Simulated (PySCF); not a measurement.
**C$_{2}$H$_{5}$F$_{3}$OSi$_{2}$ (SMILES F[Si](F)(F)O[C]C[SiH3]): density, localisation and related maps**

Input file:

```
{"job": {"kind": "nmr", "xc": "PBE0", "basis": "pcSseg-1"}, "charge": 0, "multiplicity": 1}
C     -0.125694    -0.293802     0.433483
C     -1.218136     0.189583     1.033254
Si     0.726250    -1.915038     0.892624
O      0.516755     0.349419    -0.600403
Si     0.102884     1.675067    -1.449652
F      1.206012     1.884706    -2.572245
F     -1.322944     1.514184    -2.141402
F      0.044303     2.981656    -0.539502
H     -1.683063     1.140233     0.750054
H     -1.682531    -0.369715     1.846829
H      2.125838    -1.632723     1.326041
H      0.759356    -2.811678    -0.299658
H     -0.040664    -2.552880     2.000960
```

Command:

```sh
OMP_NUM_THREADS=1 python cluster_run.py task.json out
```

Geometry: PBE0-D3(BJ)/def2-SVP.

Computed with PySCF 2.14.0, PBE0/pcSseg-1, SCF density, gas phase, non-relativistic.

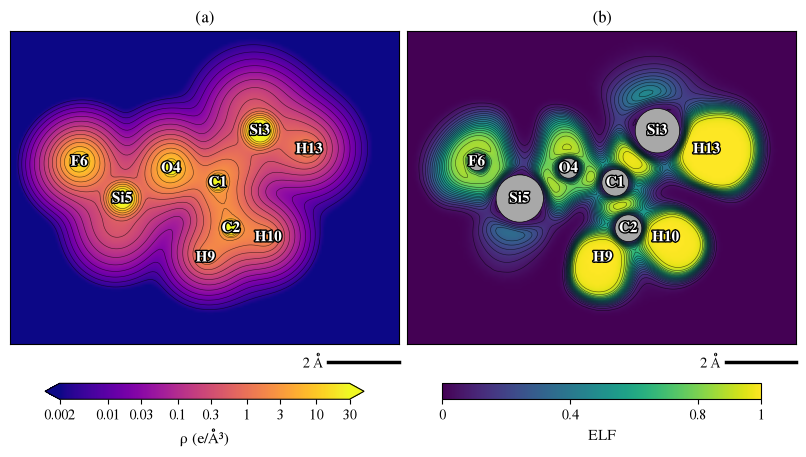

Figure 1. (a) electron density; (b) electron localisation function on the plane of atoms C1, C2 and H9. Grey discs cover the atomic cores in the ELF map.

Question: Describe what can be read from this map.

Answer:
- Atoms in the plane: C, Si, O, F and H.
- C–C (1.34 Å): ρ at the midpoint is about 2.3 e/Å³; the ELF peaks at about 0.90 between the atoms; a multiple bond.
- C–O (1.38 Å): ρ at the midpoint is about 2.1 e/Å³, with its minimum of 1.8 e/Å³ about 0.5 Å from C; the ELF peaks at about 0.90 between the atoms; a shared but strongly polarised pair.
- Si–F (1.59 Å): the density is about 1.1 e/Å³ at the midpoint; the ELF peaks at about 0.85 in the valence shell of F, 0.6 Å from its nucleus, and is about 0.50 at the midpoint.
- Si–O (1.63 Å): the density is about 1.2 e/Å³ at the midpoint; the ELF peaks at about 0.85 between the atoms (a polar covalent bond).
- C–Si (1.89 Å): ρ at the midpoint is about 0.95 e/Å³; the ELF peaks at about 1 between the atoms; a covalent bond.
- The ELF also peaks beside F6 and O4, away from the bonds: lone-pair regions.

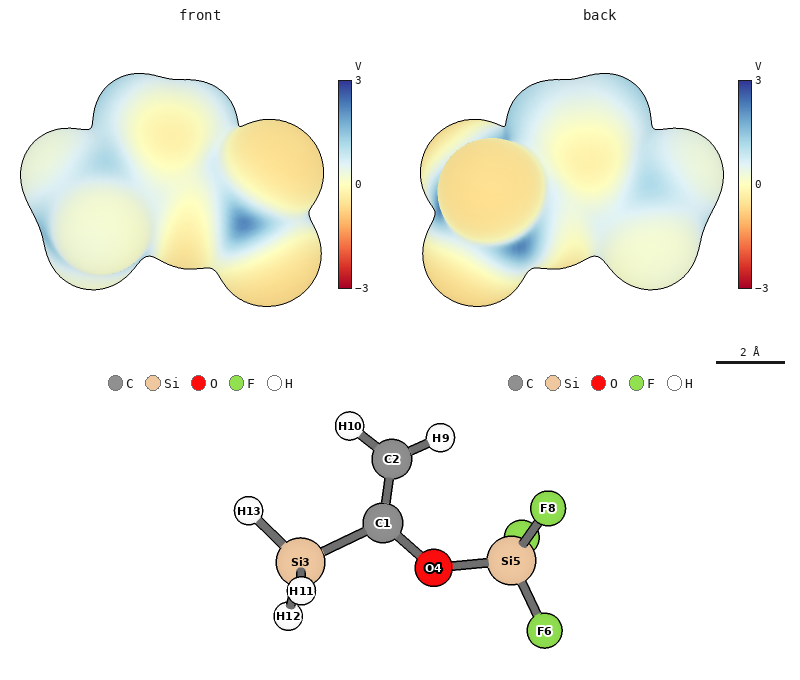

Figure 2. The molecular electrostatic potential painted on the density surface at 0.002 e/bohr³, seen from the front and from behind; the colour scale runs from red (negative) to blue (positive). The bare structure is drawn below in the same view.

Question: Describe the electrostatic potential map.

Answer: The most negative region (about −0.6 V) lies over F6, F7 and F8, the most positive (about +2.1 V) over Si5.

Question: How polar is the molecule by this calculation?

Answer: Its dipole moment is 1.89 D.
